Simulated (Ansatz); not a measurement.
The starting structures come from a database of crystals and need not be the phases stable at ambient conditions.

 Where the default PAW files enter, the runs use the earlier of Ansatz's two default sets.

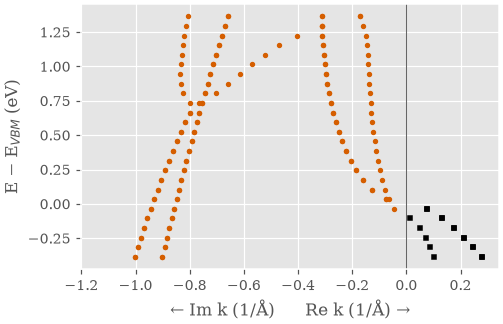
*Complex bands at the centre of the two-dimensional zone; r2SCAN in Ansatz (an electronic-structure program)*

The gap is the functional's own. No spin-orbit coupling. Mid-gap values are interpolated on the energy grid.

Problem. This is Ca(ZnP)$_{2}$ (P-3m1, not sure to be the ambient phase, 5 atoms a cell, 19.0 Å³ an atom) along the normal of (001). Read off the slowest decay at the centre of the two-dimensional zone at 0.53 eV, the computed energy nearest the middle of the gap.

Solution. κ ≈ 0.12 1/Å, a decay length 1/(2κ) of the density of 4.1 Å.
